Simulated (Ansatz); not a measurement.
# One shape, several levels: doublet CH5BO−

We compute a comparison of 6 runs (UB3LYP/6-31G*, U-revPBE/6-311+G**, UB2PLYP/6-311+G**, UBLYP/6-311+G**, UCAM-B3LYP/6-311+G**, UPBE/6-311+G**) of doublet CH5BO−. 

The calculation is run with Ansatz 0.2.0.

57 further runs of the same task are left out: 57 set aside as unsound or not needed.

## 1. The system as given

The species is CH5BO− (8 atoms), meant as a doublet with charge -1. As SMILES of the parent species, `CBO`. Geometry: relaxed at PBE0-D4/def2-TZVP. This is one conformer, not always the lowest. That shape belongs to the parent species and isn't relaxed for this state.

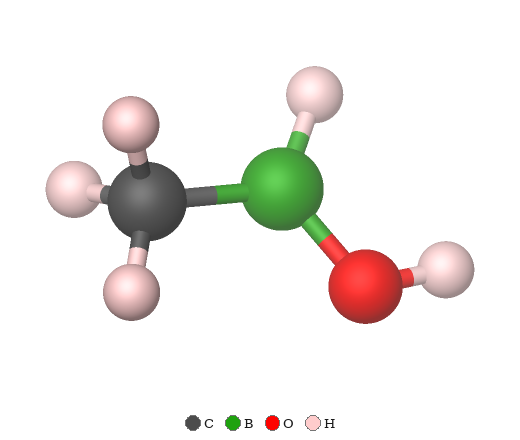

Viewed from a chosen angle; carbon dark grey, boron green, oxygen red, hydrogen pink.

## 2. The energy at UB3LYP/6-31G(d) (spherical functions) (run 1)

The input, run.yaml:

```yaml
crystal:
  periodic: [false, false, false]
  atoms:
    - {symbol: C, position_ang: [-0.618600, 0.710300, -0.324600]}
    - {symbol: B, position_ang: [0.508800, -0.240100, 0.180200]}
    - {symbol: O, position_ang: [0.240700, -1.558300, 0.355600]}
    - {symbol: H, position_ang: [-1.568300, 0.201200, -0.499400]}
    - {symbol: H, position_ang: [-0.308500, 1.205100, -1.251900]}
    - {symbol: H, position_ang: [-0.780500, 1.520100, 0.395700]}
    - {symbol: H, position_ang: [1.620500, 0.163100, 0.420800]}
    - {symbol: H, position_ang: [0.998200, -2.058400, 0.667700]}
basis:
  gaussian: {orbitals: 6-31G_st_-spherical.json}
output: {orbitals: {seedname: orbitals}}
magnetization: {spin_polarized: true, initial_magnetization: 1}
accuracy: high
total_charge: -1
hamiltonian: {xc: {name: B3LYP}}
```

The basis set 6-31G* is read from a file made from the Basis Set Exchange's data (not shown).

Run with:

```bash
$ ansatz run run.yaml --threads 1 --pin off --max-ram 3480MiB --events-out events.jsonl --progress --plain --runs-dir runs
```

What it wrote:

```text
Warning: RAYON_NUM_THREADS=1 ignored (pool sized by the plan → 1); use --threads N
Functional definition: B3LYP
  name "B3LYP"
  parameter a0 = 0.2
  parameter ax = 0.72
  parameter ac = 0.81
  exchange = (1 - a0 - ax)*slater_x + ax*b88_x + a0*exact_x
  correlation = (1 - ac)*vwn_rpa_c + ac*lyp_c
1252 factors; integrals over basis functions are off by at most 3.5e-9 eV
mean field evaluation 1: about -3837.9028 eV, gradient 2.0e1 eV
mean field evaluation 2: about -3837.3636 eV, gradient 2.3e1 eV
mean field evaluation 4: about -3839.9888 eV, gradient 9.5e-1 eV
mean field evaluation 8: about -3840.1405 eV, gradient 9.9e-2 eV
mean field evaluation 16: about -3840.1406 eV, gradient 8.1e-5 eV
mean field -3840.14058123 eV, -141.1225634193 hartree, gradient 8.4e-8 eV, S^2 0.753133; 2 other end points of the search recorded, 0 dependent functions left out
reference -3840.14061487 eV, -141.1225646556 hartree; 13, 12 occupied and 39, 40 virtual orbitals, 1252 factors
Total energy: -3840.14061487 eV, -141.1225646556 hartree
```

Wall time 6.6 s (1 thread of Arm Neoverse V1, shared host); peak memory 0.2 GiB.

## 3. A single-point energy at U-revPBE/6-311+G(d,p) (run 2)

The input, in.yaml:

```yaml
crystal:
  periodic: [false, false, false]
  atoms:
    - {symbol: C, position_ang: [-0.618600, 0.710300, -0.324600]}
    - {symbol: B, position_ang: [0.508800, -0.240100, 0.180200]}
    - {symbol: O, position_ang: [0.240700, -1.558300, 0.355600]}
    - {symbol: H, position_ang: [-1.568300, 0.201200, -0.499400]}
    - {symbol: H, position_ang: [-0.308500, 1.205100, -1.251900]}
    - {symbol: H, position_ang: [-0.780500, 1.520100, 0.395700]}
    - {symbol: H, position_ang: [1.620500, 0.163100, 0.420800]}
    - {symbol: H, position_ang: [0.998200, -2.058400, 0.667700]}
basis:
  gaussian:
    orbitals: 6-311+G_st__st_.json
total_charge: -1
magnetization:
  spin_polarized: true
  initial_magnetization: 1
hamiltonian:
  xc: {name: revPBE}
accuracy: high
output: {orbitals: {seedname: orbitals}}
```

The basis set 6-311+G** is read from a file made from the Basis Set Exchange's data (not shown).

Run with:

```bash
$ ansatz run in.yaml --threads 1 --pin off --max-ram 3480MiB --events-out events.jsonl --progress --plain --runs-dir runs
```

What it wrote:

```text
Warning: RAYON_NUM_THREADS=1 ignored (pool sized by the plan → 1); use --threads N
Functional definition: revPBE
  name "revPBE"
  parameter kappa = 1.245
  parameter beta = 0.06672455060314922
  exchange = pbe_x(kappa = kappa, mu = beta*pi^2/3)
  correlation = pbe_c(beta = beta)
1917 factors; integrals over basis functions are off by at most 3.6e-9 eV
mean field evaluation 1: about -3834.7236 eV, gradient 3.5e1 eV
mean field evaluation 2: about -3791.8870 eV, gradient 8.4e1 eV
mean field evaluation 4: about -3842.2685 eV, gradient 3.5e0 eV
mean field evaluation 8: about -3842.3295 eV, gradient 5.2e-1 eV
mean field evaluation 16: about -3842.3313 eV, gradient 1.6e-3 eV
mean field evaluation 32: about -3842.3313 eV, gradient 2.0e-8 eV
mean field evaluation 64: about -3841.4852 eV, gradient 8.5e0 eV
mean field -3842.33131060 eV, -141.2030712390 hartree, gradient 2.0e-8 eV, S^2 0.750158; 10 other end points of the search recorded, 0 dependent functions left out
reference -3842.33131453 eV, -141.2030713834 hartree; 13, 12 occupied and 83, 84 virtual orbitals, 1917 factors
Total energy: -3842.33131453 eV, -141.2030713834 hartree
```

It took 47 s on 1 thread of Arm Neoverse V1, shared host; peak memory 0.32 GiB.

Runs 3 to 4 aren't shown in full; the table further down has their settings and results.

## 4. The energy at UCAM-B3LYP/6-311+G(d,p) (run 5)

Edit run.yaml of step 2 so:

```diff
@@ -12,7 +12,7 @@
 basis:
-  gaussian: {orbitals: 6-31G_st_-spherical.json}
+  gaussian: {orbitals: 6-311+G_st__st_.json}
+total_charge: -1
+accuracy: high
+magnetization: {spin_polarized: true, initial_magnetization: 1}
+hamiltonian: {xc: {name: CAM-B3LYP}}
 output: {orbitals: {seedname: orbitals}}
-magnetization: {spin_polarized: true, initial_magnetization: 1}
-accuracy: high
-total_charge: -1
-hamiltonian: {xc: {name: B3LYP}}
```

The basis set 6-311+G** is read from a file made from the Basis Set Exchange's data (not shown).

Run with:

```bash
$ ansatz run run.yaml --threads 1 --pin off --max-ram 3480MiB --events-out events.jsonl --progress --plain --runs-dir runs
```

What it wrote, cut to the lines that bear on the results:

```text
Warning: RAYON_NUM_THREADS=1 ignored (pool sized by the plan → 1); use --threads N
Functional definition: CAM-B3LYP
  name "CAM-B3LYP"
[...]
1917 factors; integrals over basis functions are off by at most 3.6e-9 eV
435 factors; integrals over basis functions are off by at most 2.1e-9 eV
[...]
mean field -3841.66982713 eV, -141.1787621696 hartree, gradient 8.9e-8 eV, S^2 0.750185; 6 other end points of the search recorded, 0 dependent functions left out
reference -3841.66984067 eV, -141.1787626672 hartree; 13, 12 occupied and 83, 84 virtual orbitals, 1917 factors
Total energy: -3841.66984067 eV, -141.1787626672 hartree
```

Run time: 30 s. Hardware: 1 thread of Arm Neoverse V1, shared host; peak memory 0.41 GiB.

## 5. The energy at UPBE/6-311+G(d,p) (run 6)

The input, job.yaml:

```yaml
crystal:
  periodic: [false, false, false]
  atoms:
    - symbol: C
      position_ang: [-0.618600, 0.710300, -0.324600]
    - symbol: B
      position_ang: [0.508800, -0.240100, 0.180200]
    - symbol: O
      position_ang: [0.240700, -1.558300, 0.355600]
    - symbol: H
      position_ang: [-1.568300, 0.201200, -0.499400]
    - symbol: H
      position_ang: [-0.308500, 1.205100, -1.251900]
    - symbol: H
      position_ang: [-0.780500, 1.520100, 0.395700]
    - symbol: H
      position_ang: [1.620500, 0.163100, 0.420800]
    - symbol: H
      position_ang: [0.998200, -2.058400, 0.667700]
basis:
  gaussian:
    orbitals: 6-311+G_st__st_.json
total_charge: -1
hamiltonian:
  xc: pbe
magnetization:
  spin_polarized: true
  initial_magnetization: 1
accuracy: high
output: {orbitals: {seedname: orbitals}}
```

The basis set 6-311+G** is read from a file made from the Basis Set Exchange's data (not shown).

Run with:

```bash
$ ansatz run job.yaml --threads 1 --pin off --max-ram 3480MiB --events-out events.jsonl --progress --plain --runs-dir runs
```

What it wrote:

```text
Warning: RAYON_NUM_THREADS=1 ignored (pool sized by the plan → 1); use --threads N
Functional definition: PBE
  name "PBE"
  parameter kappa = 0.804
[... 3 set-up lines as earlier in the session ...]
1917 factors; integrals over basis functions are off by at most 3.6e-9 eV
mean field evaluation 1: about -3830.5956 eV, gradient 3.6e1 eV
mean field evaluation 2: about -3786.8242 eV, gradient 8.5e1 eV
mean field evaluation 4: about -3838.4679 eV, gradient 4.0e0 eV
mean field evaluation 8: about -3838.5492 eV, gradient 5.1e-1 eV
mean field evaluation 16: about -3838.5512 eV, gradient 8.0e-4 eV
mean field evaluation 32: about -3838.5512 eV, gradient 1.6e-8 eV
mean field evaluation 64: about -3837.6164 eV, gradient 9.2e0 eV
mean field -3838.55116100 eV, -141.0641533033 hartree, gradient 1.6e-8 eV, S^2 0.750199; 10 other end points of the search recorded, 0 dependent functions left out
reference -3838.55116416 eV, -141.0641534196 hartree; 13, 12 occupied and 83, 84 virtual orbitals, 1917 factors
Total energy: -3838.55116416 eV, -141.0641534196 hartree
```

Run time: 40 s. Hardware: 1 thread of Arm Neoverse V1, shared host; peak memory 0.32 GiB.

## 6. Overview of the runs

| run | level | frozen core orbitals | energy (Eh) | HOMO energy (eV) | LUMO energy (eV) | ⟨S²⟩ | wall time |
| --- | --- | --- | --- | --- | --- | --- | --- |
| 1 | UB3LYP/6-31G* (spherical functions) | – | -141.122565 | 5.79 | 8.06 | 0.753 | 6.6 s |
| 2 | U-revPBE/6-311+G** | – | -141.203071 | 2.27 | 2.63 | 0.750 | 47 s |
| 3 | UB2PLYP/6-311+G** | 3 | -141.104224 | 1.85 | 3.54 | 0.750 | 37 s |
| 4 | UBLYP/6-311+G** | – | -141.194932 | 2.40 | 2.73 | 0.750 | 35 s |
| 5 | UCAM-B3LYP/6-311+G** | – | -141.178763 | 1.58 | 3.47 | 0.750 | 30 s |
| 6 | UPBE/6-311+G** | – | -141.064153 | 2.25 | 2.59 | 0.750 | 40 s |

## 7. Outcome

| quantity | value |
| --- | --- |
| run 6: total energy | -141.06415 Eh |
| run 6: HOMO energy (highest over α and β) | 2.25 eV |
| run 6: LUMO energy (lowest over α and β) | 2.59 eV |
| run 6: ⟨S²⟩ | 0.750 |

In words: Totals of different functionals can't be ranked against each other. In runs 1, 2, 3, 4, 5, 6 the HOMO lies above zero, so the outermost electron may be held by the basis alone. All runs together took 3.3 min, the longest 47 s.
